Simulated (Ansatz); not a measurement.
# Ge wire along [111], 38 atoms a period, H-terminated: bands by functional and under strain, part 3 of 3

Aim: is the Ge wire along [111], 38 atoms a period, H-terminated a metal or a semiconductor?

Ansatz 0.2.0; DFT PBE, plane waves, PAW; relaxation of a wire's period; PAW set soft_1 (the session's first sound run).

So far, band gap (eV): step 3 (bands of the perfect wire, PBE) 1.94; step 4 (r2SCAN PBE, cutoff 500 eV, k-mesh 1×1×7) 2.26.

### 5. Strain along the wire, period over the relaxed period 1.06, k-mesh 1×1×6

This step: DFT PBE, plane waves, PAW; relaxation at a fixed period; PAW set soft_1 (Ansatz 0.2.0).

The period is set to 1.06 times the relaxed one and the atoms relax within it: strain changes bond lengths and angles, which shifts the bands against each other. Against the first PBE run of this kind, the mesh along the wire has 6 points against 9.

The cell differs from the one that the last finished run ended in (c 9.956 → 10.554 Å).

Input file input.yaml:

```yaml
crystal:
  lattice:
    - [17.493, 0.0, 0.0]
    - [0.0, 19.148, 0.0]
    - [0.0, 0.0, 10.5536467797]
  atoms:
    - { symbol: Ge, position: [0.270286229, 0.498971731, 0.001344755] }
    - { symbol: Ge, position: [0.386106451, 0.682244641, 0.001345402] }
    - { symbol: Ge, position: [0.5, 0.499989826, 0.999753581] }
    - { symbol: Ge, position: [0.613893549, 0.682244641, 0.001345402] }
    - { symbol: Ge, position: [0.270286229, 0.501007631, 0.248655245] }
    - { symbol: Ge, position: [0.386106451, 0.317734721, 0.248654598] }
    - { symbol: Ge, position: [0.384178037, 0.681226393, 0.24865667] }
    - { symbol: Ge, position: [0.5, 0.499989536, 0.250246419] }
    - { symbol: Ge, position: [0.613893549, 0.317734721, 0.248654598] }
    - { symbol: Ge, position: [0.615821963, 0.681226393, 0.24865667] }
    - { symbol: Ge, position: [0.729713771, 0.501007631, 0.248655245] }
    - { symbol: H, position: [0.197276894, 0.659657177, 0.281459911] }
    - { symbol: H, position: [0.5, 0.180645856, 0.281449917] }
    - { symbol: H, position: [0.802723106, 0.659657177, 0.281459911] }
    - { symbol: H, position: [0.197761508, 0.46220826, 0.300166906] }
    - { symbol: H, position: [0.313061111, 0.279759289, 0.300168824] }
    - { symbol: H, position: [0.384700361, 0.758005817, 0.300171911] }
    - { symbol: H, position: [0.615299639, 0.758005817, 0.300171911] }
    - { symbol: H, position: [0.686938889, 0.279759289, 0.300168824] }
    - { symbol: H, position: [0.802238492, 0.46220826, 0.300166906] }
    - { symbol: Ge, position: [0.269768477, 0.621426211, 0.334403312] }
    - { symbol: Ge, position: [0.384287696, 0.43895656, 0.333502536] }
    - { symbol: Ge, position: [0.5, 0.622055024, 0.333504619] }
    - { symbol: Ge, position: [0.5, 0.257114195, 0.334397639] }
    - { symbol: Ge, position: [0.615712304, 0.43895656, 0.333502536] }
    - { symbol: Ge, position: [0.730231523, 0.621426211, 0.334403312] }
    - { symbol: Ge, position: [0.270061057, 0.621272137, 0.580993475] }
    - { symbol: Ge, position: [0.384493889, 0.439065676, 0.583133176] }
    - { symbol: Ge, position: [0.5, 0.621837888, 0.583135813] }
    - { symbol: Ge, position: [0.5, 0.257424448, 0.580988822] }
    - { symbol: Ge, position: [0.615506111, 0.439065676, 0.583133176] }
    - { symbol: Ge, position: [0.729938943, 0.621272137, 0.580993475] }
    - { symbol: H, position: [0.197202343, 0.41547738, 0.615834677] }
    - { symbol: H, position: [0.268489265, 0.302677888, 0.615832495] }
    - { symbol: H, position: [0.428713296, 0.781812176, 0.615834302] }
    - { symbol: H, position: [0.571286704, 0.781812176, 0.615834302] }
    - { symbol: H, position: [0.731510735, 0.302677888, 0.615832495] }
    - { symbol: H, position: [0.802797657, 0.41547738, 0.615834677] }
    - { symbol: H, position: [0.197202343, 0.584501982, 0.634165323] }
    - { symbol: H, position: [0.268489265, 0.697301473, 0.634167505] }
    - { symbol: H, position: [0.428713296, 0.218167186, 0.634165698] }
    - { symbol: H, position: [0.571286704, 0.218167186, 0.634165698] }
    - { symbol: H, position: [0.731510735, 0.697301473, 0.634167505] }
    - { symbol: H, position: [0.802797657, 0.584501982, 0.634165323] }
    - { symbol: Ge, position: [0.270061057, 0.378707225, 0.669006525] }
    - { symbol: Ge, position: [0.384493889, 0.560913686, 0.666866824] }
    - { symbol: Ge, position: [0.5, 0.378141474, 0.666864187] }
    - { symbol: Ge, position: [0.5, 0.742554914, 0.669011178] }
    - { symbol: Ge, position: [0.615506111, 0.560913686, 0.666866824] }
    - { symbol: Ge, position: [0.729938943, 0.378707225, 0.669006525] }
    - { symbol: Ge, position: [0.269768477, 0.378553151, 0.915596688] }
    - { symbol: Ge, position: [0.384287696, 0.561022802, 0.916497464] }
    - { symbol: Ge, position: [0.5, 0.377924338, 0.916495381] }
    - { symbol: Ge, position: [0.5, 0.742865167, 0.915602361] }
    - { symbol: Ge, position: [0.615712304, 0.561022802, 0.916497464] }
    - { symbol: Ge, position: [0.730231523, 0.378553151, 0.915596688] }
    - { symbol: H, position: [0.197761508, 0.537771102, 0.949833094] }
    - { symbol: H, position: [0.313061111, 0.720220073, 0.949831176] }
    - { symbol: H, position: [0.384700361, 0.241973545, 0.949828089] }
    - { symbol: H, position: [0.615299639, 0.241973545, 0.949828089] }
    - { symbol: H, position: [0.686938889, 0.720220073, 0.949831176] }
    - { symbol: H, position: [0.802238492, 0.537771102, 0.949833094] }
    - { symbol: H, position: [0.197276894, 0.340322184, 0.968540089] }
    - { symbol: H, position: [0.5, 0.819333506, 0.968550083] }
    - { symbol: H, position: [0.802723106, 0.340322184, 0.968540089] }
    - { symbol: Ge, position: [0.384178037, 0.318752969, 0.00134333] }
    - { symbol: Ge, position: [0.615821963, 0.318752969, 0.00134333] }
    - { symbol: Ge, position: [0.729713771, 0.498971731, 0.001344755] }
kpoints:
  mp_grid: { grid: [1, 1, 6] }
  band_path: { path: ["Γ", Z], npoints: 90 }
scf:
  occupations: { method: fermi_dirac, width: 0.05 }
hamiltonian:
  xc: pbe
  pseudopotentials: { kind: paw, azcp: { folder: soft_1 } }
relax:
  max_steps: 40
  f_tol: 0.02
output:
  stress: true
```

The run is started by

```sh
> ansatz run input.yaml --threads 16 --pin off --max-ram 61440MiB --backend cuda --events-out ev --progress --plain --runs-dir out --max-vram 78GiB
```

Numbers of over 12 decimals in the logs are rounded to 6 here.

What it wrote:

```text
Warning: output.stress: scf.convergence.dr2_threshold = 1e-7 eV (the SCF's general default) is looser than the 6.8e-9 eV advised for a printed stress (1e-10 eV for each atom of the cell: 68). What an SCF threshold leaves in a stress goes as its square root, and in the free energy as the threshold itself, and one threshold admits the most on a small cell: [figures from the program's tests cut] Every solve of this run answers to scf.convergence.dr2_threshold,  [...]
[...]
Crystal: 68 atoms, lattice volume = 3535.007 Å³
Basis set: ecut = 420 eV, 69111 PW (Γ), exchange–correlation on 240×256×144 points (8 copies of the dense FFT grid, shifted against one another)
Bands: 349, of which v1, the nominal top of the filled ones, is band 281 counted from 1 (280 counted from 0)
Symmetry: 4 space group operations
[...]
k-points: 4 of 6
[...]
SCF iter   1: F=—  HF=-163685.124190 eV  |F-HF|=—  |Δ(HF+E_count)|=         —  Δρ=3.08e-2  dr2=2.83e1  ethr=3.10e-3  ⟨swp⟩=6.0  Hψ=5255  notcnv=0  defer=122
[...]
SCF iter   2: F=—  HF=-163679.079186 eV  |F-HF|=—  |Δ(HF+E_count)|=    6.05e0  Δρ=1.39e-2  dr2=6.85e0  ethr=3.10e-3  ⟨swp⟩=2.8  Hψ=1892  notcnv=0  defer=234
[...]
SCF iter   9: F=-163677.456767 eV  HF=-163677.456762 eV  |F-HF|=5.39e-6  |Δ(HF+E_count)|=   1.37e-5  Δρ=8.29e-6  dr2=2.28e-6  ethr=1.78e-9  ⟨swp⟩=4.0  Hψ=3927  notcnv=0
SCF 1 converged in 9 iterations: F = -163677.456767 eV  dr2 = 2.28e-6
[...]
relax step   1: F+E_penalty+E_count = -163677.45676733 eV  Δ(F+E_penalty+E_count) = +0.000e0 eV  max|allowed force component| = 4.083e-1 eV/Å  Δτ_max = 0.0000 Å  (9 SCF iters, dr2 threshold 1.00e-5 eV, accepted)
[...]
SCF 2 converged in 8 iterations: F = -163678.092347 eV  dr2 = 1.15e-6
[...]
relax step   2: F+E_penalty+E_count = -163678.09234694 eV  Δ(F+E_penalty+E_count) = -6.356e-1 eV  max|allowed force component| = 2.967e-1 eV/Å  Δτ_max = 0.1928 Å  (8 SCF iters, dr2 threshold 1.04e-5 eV, accepted)
[...]
SCF 3 converged in 7 iterations: F = -163678.151025 eV  dr2 = 1.82e-6
relax step   3: F+E_penalty+E_count = -163678.15102497 eV  Δ(F+E_penalty+E_count) = -5.868e-2 eV  max|allowed force component| = 6.311e-2 eV/Å  Δτ_max = 0.0766 Å  (7 SCF iters, dr2 threshold 5.50e-6 eV, accepted)
[...]
SCF 4 converged in 8 iterations: F = -163678.165568 eV  dr2 = 3.61e-8
relax step   4: F+E_penalty+E_count = -163678.16556825 eV  Δ(F+E_penalty+E_count) = -1.454e-2 eV  max|allowed force component| = 1.935e-2 eV/Å  Δτ_max = 0.0290 Å  (8 SCF iters, accepted)
[...]
SCF converged after 8 iterations
[...]
- { symbol: Ge, position: [0.614153, 0.679075, 0.243816] }
    - { symbol: Ge, position: [0.726837, 0.500764, 0.243816] }
    - { symbol: H, position: [0.199005, 0.658745, 0.291327] }
    - { symbol: H, position: [0.5, 0.182467, 0.291321] }
    - { symbol: H, position: [0.800995, 0.658745, 0.291327] }
    - { symbol: H, position: [0.198376, 0.462891, 0.284570] }
    - { symbol: H, position: [0.314014, 0.279904, 0.284575] }
    - { symbol: H, position: [0.384361, 0.757181, 0.284576] }
    - { symbol: H, position: [0.615639, 0.757181, 0.284576] }
    - { symbol: H, position: [0.685986, 0.279904, 0.284575] }
    - { symbol: H, position: [0.801624, 0.462891, 0.284570] }
    - { symbol: Ge, position: [0.272984, 0.619731, 0.332359] }
    - { symbol: Ge, position: [0.384415, 0.439023, 0.336691] }
    - { symbol: Ge, position: [0.5, 0.621922, 0.336691] }
    - { symbol: Ge, position: [0.5, 0.260504, 0.332357] }
    - { symbol: Ge, position: [0.615585, 0.439023, 0.336691] }
    - { symbol: Ge, position: [0.727016, 0.619731, 0.332359] }
    - { symbol: Ge, position: [0.273095, 0.619672, 0.568150] }
    - { symbol: Ge, position: [0.384588, 0.439115, 0.582488] }
    - { symbol: Ge, position: [0.5, 0.621740, 0.582489] }
    - { symbol: Ge, position: [0.5, 0.260624, 0.568150] }
    - { symbol: Ge, position: [0.615412, 0.439115, 0.582488] }
    - { symbol: Ge, position: [0.726905, 0.619672, 0.568150] }
    - { symbol: H, position: [0.197895, 0.415661, 0.638176] }
    - { symbol: H, position: [0.269010, 0.303133, 0.638175] }
    - { symbol: H, position: [0.428884, 0.781173, 0.638170] }
    - { symbol: H, position: [0.571116, 0.781173, 0.638170] }
    - { symbol: H, position: [0.730990, 0.303133, 0.638175] }
    - { symbol: H, position: [0.802105, 0.415661, 0.638176] }
    - { symbol: H, position: [0.197895, 0.584318, 0.611824] }
    - { symbol: H, position: [0.269010, 0.696847, 0.611825] }
    - { symbol: H, position: [0.428884, 0.218806, 0.611830] }
    - { symbol: H, position: [0.571116, 0.218806, 0.611830] }
    - { symbol: H, position: [0.730990, 0.696847, 0.611825] }
    - { symbol: H, position: [0.802105, 0.584318, 0.611824] }
    - { symbol: Ge, position: [0.273095, 0.380307, 0.681850] }
    - { symbol: Ge, position: [0.384588, 0.560864, 0.667512] }
    - { symbol: Ge, position: [0.5, 0.378240, 0.667511] }
    - { symbol: Ge, position: [0.5, 0.739356, 0.681850] }
    - { symbol: Ge, position: [0.615412, 0.560864, 0.667512] }
    - { symbol: Ge, position: [0.726905, 0.380307, 0.681850] }
    - { symbol: Ge, position: [0.272984, 0.380249, 0.917641] }
    - { symbol: Ge, position: [0.384415, 0.560957, 0.913309] }
    - { symbol: Ge, position: [0.5, 0.378058, 0.913309] }
    - { symbol: Ge, position: [0.5, 0.739475, 0.917643] }
    - { symbol: Ge, position: [0.615585, 0.560957, 0.913309] }
    - { symbol: Ge, position: [0.727016, 0.380249, 0.917641] }
    - { symbol: H, position: [0.198376, 0.537088, 0.965430] }
    - { symbol: H, position: [0.314014, 0.720076, 0.965425] }
    - { symbol: H, position: [0.384361, 0.242799, 0.965424] }
    - { symbol: H, position: [0.615639, 0.242799, 0.965424] }
    - { symbol: H, position: [0.685986, 0.720076, 0.965425] }
    - { symbol: H, position: [0.801624, 0.537088, 0.965430] }
    - { symbol: H, position: [0.199005, 0.341235, 0.958673] }
    - { symbol: H, position: [0.5, 0.817512, 0.958679] }
    - { symbol: H, position: [0.800995, 0.341235, 0.958673] }
    - { symbol: Ge, position: [0.385847, 0.320905, 0.0061836] }
    - { symbol: Ge, position: [0.614153, 0.320905, 0.0061836] }
    - { symbol: Ge, position: [0.726837, 0.499215, 0.00618406] }
```

It took 21 s on 1 × NVIDIA GB200 with 16 threads of Arm Neoverse V2, shared host; peak memory 2.4 GiB; 2 min of CPU time.

Step by step:

| step | energy less that of the first step (eV) | largest force component (eV/Å) |
| --- | --- | --- |
| 1 | 0.0000 | 0.4083 |
| 2 | -0.6356 | 0.2967 |
| 3 | -0.6943 | 0.0631 |
| 4 | -0.7088 | 0.0194 |

Forces are held to the 4 operations that the run works with; a distortion that breaks them can't arise in this run.

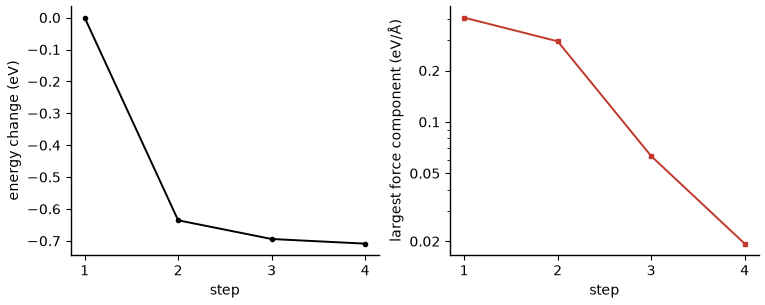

Energy and largest force along the relaxation.

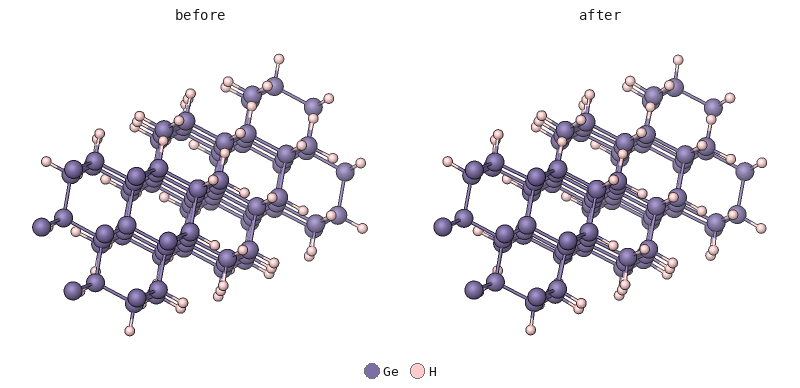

Before and after, at one scale. Bonds to atoms that aren't drawn are left out.

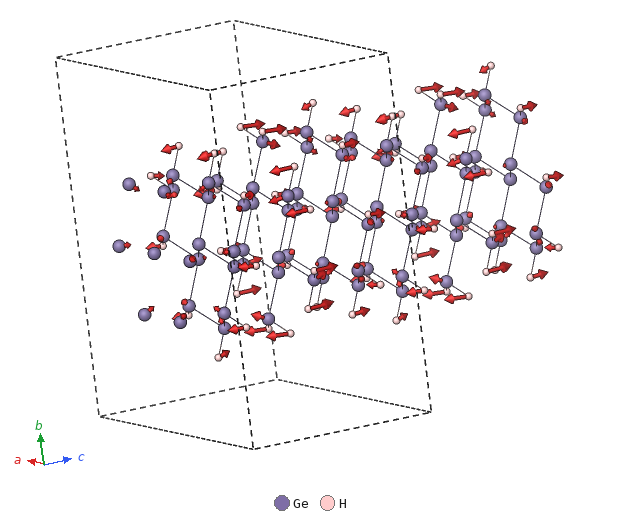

Displacements in the relaxation, exaggerated; the longest in the cell stands for 0.24 Å. Bonds to atoms that aren't drawn are left out. 1×1×2 cells are drawn. Some periodic images of atoms are drawn too.

The atoms that moved most (Å):

| atom | dx | dy | dz | length |
| --- | --- | --- | --- | --- |
| H37 | -0.009 | 0.009 | 0.236 | 0.236 |
| H34 | 0.009 | 0.009 | 0.236 | 0.236 |
| H43 | -0.009 | -0.009 | -0.236 | 0.236 |
| H40 | 0.009 | -0.009 | -0.236 | 0.236 |
| H39 | 0.012 | -0.004 | -0.236 | 0.236 |
| H44 | -0.012 | -0.004 | -0.236 | 0.236 |
| H33 | 0.012 | 0.004 | 0.236 | 0.236 |
| H38 | -0.012 | 0.004 | 0.236 | 0.236 |

Numbers from this step:

| Property | Result |
| --- | --- |
| band gap | 1.446 eV |

Electronic bands along the path, in eV, zero at the Fermi level; v1 is the highest filled band, c1 the lowest empty one:

| point | v4 | v3 | v2 | v1 | c1 | c2 | c3 | c4 |
| --- | --- | --- | --- | --- | --- | --- | --- | --- |
| Γ | -1.29 | -1.22 | -1.22 | -0.72 | 0.72 | 1.40 | 1.45 | 1.45 |
| Z | -1.36 | -1.36 | -1.25 | -1.25 | 0.97 | 1.17 | 1.17 | 1.70 |

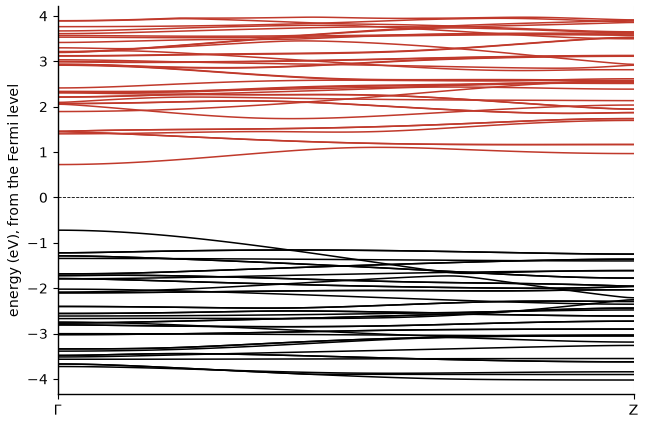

Electronic bands along the path; lines of filled and empty bands in two colours.

The gap is 1.45 eV, against 1.94 eV under PBE at the relaxed period.

### 6. Strain along the wire, period over the relaxed period 0.97, k-mesh 1×1×7

The period is set to 0.97 times the relaxed one and the atoms relax within it: strain changes bond lengths and angles, which shifts the bands against each other. Against the first PBE run of this kind, the mesh along the wire has 7 points against 9.

The cell differs from the one that the last finished run ended in (c 10.554 → 9.658 Å).

input.yaml, as its differences from that of step 5:

```diff
@@ -4,3 +4,3 @@
     - [0.0, 19.148, 0.0]
-    - [0.0, 0.0, 10.5536467797]
+    - [0.0, 0.0, 9.6575824304]
   atoms:
@@ -75,3 +75,3 @@
 kpoints:
-  mp_grid: { grid: [1, 1, 6] }
+  mp_grid: { grid: [1, 1, 7] }
   band_path: { path: ["Γ", Z], npoints: 90 }
```

What it wrote:

```text
[...]
Crystal: 68 atoms, lattice volume = 3234.865 Å³
Basis set: ecut = 420 eV, 63201 PW (Γ), exchange–correlation on 240×256×144 points (8 copies of the dense FFT grid, shifted against one another)
Bands: 349, of which v1, the nominal top of the filled ones, is band 281 counted from 1 (280 counted from 0)
Symmetry: 4 space group operations
[...]
k-points: 4 of 7
[...]
- { symbol: Ge, position: [0.731853, 0.622282, 0.334441] }
[...]
- { symbol: Ge, position: [0.731853, 0.377698, 0.915559] }
[...]
- { symbol: H, position: [0.802835, 0.537296, 0.940753] }
    - { symbol: H, position: [0.196587, 0.339960, 0.975007] }
    - { symbol: H, position: [0.5, 0.820061, 0.975016] }
    - { symbol: H, position: [0.803413, 0.339960, 0.975007] }
    - { symbol: Ge, position: [0.383220, 0.317545, -0.00142283] }
    - { symbol: Ge, position: [0.616780, 0.317545, -0.00142283] }
    - { symbol: Ge, position: [0.731337, 0.498818, -0.00142225] }
[key lines of the parts left out:]
SCF converged after 7 iterations
```

Elapsed: 18 s, on 1 × NVIDIA GB200 with 16 threads; peak memory 2.4 GiB; 1.9 min of CPU time.

Step by step:

| step | energy less that of the first step (eV) | largest force component (eV/Å) |
| --- | --- | --- |
| 1 | 0.0000 | 0.4429 |
| 2 | -0.2603 | 0.0591 |
| 3 | -0.2680 | 0.0366 |
| 4 | -0.2717 | 0.0043 |

The run keeps the 4 symmetry operations that it works with, so distortions that break them were not tested.

The atoms that moved most (Å):

| atom | dx | dy | dz | length |
| --- | --- | --- | --- | --- |
| H42 | 0.002 | -0.013 | 0.100 | 0.100 |
| H41 | -0.002 | -0.013 | 0.100 | 0.100 |
| H36 | 0.002 | 0.013 | -0.100 | 0.100 |
| H35 | -0.002 | 0.013 | -0.100 | 0.100 |
| H38 | 0.012 | -0.005 | -0.099 | 0.100 |
| H33 | -0.012 | -0.005 | -0.099 | 0.100 |
| H44 | 0.012 | 0.005 | 0.099 | 0.100 |
| H39 | -0.012 | 0.005 | 0.099 | 0.100 |

Numbers from this step:

```yaml
band_gap: 2.018 eV
```

The gap is 2.02 eV, against 1.94 eV under PBE at the relaxed period.

### 7. Results

```yaml
cell_length_pbe: 9.956 Å
gap_pbe: 1.94 eV
gap_r2scan: 2.26 eV
gap_period_scaled_by_1p06: 1.45 eV
gap_period_scaled_by_0p97: 2.02 eV
```

What this shows: Under PBE the cell's length is 9.96 Å, and a gap of 1.94 eV makes it a semiconductor. At the relaxed period the wire is gapped under every functional, from 1.94 eV (PBE) to 2.26 eV (r2SCAN). Weak screening in one dimension makes quasiparticle gaps larger than the semilocal gaps, as a rule. Strain matters: under PBE the gap goes from 1.94 eV to 2.02 eV at 0.97 times the period and 1.45 eV at 1.06 times the period.

[Logs are printed without paths, hosts, clocks, repeated set-up lines and the standing remarks that a program may print on its own settings, such as how far it seeks lower states.]

[Hosts, paths, dates, database ids (printed as entryN), source tags and the programs' standing remarks are cut or masked in the printed files.]
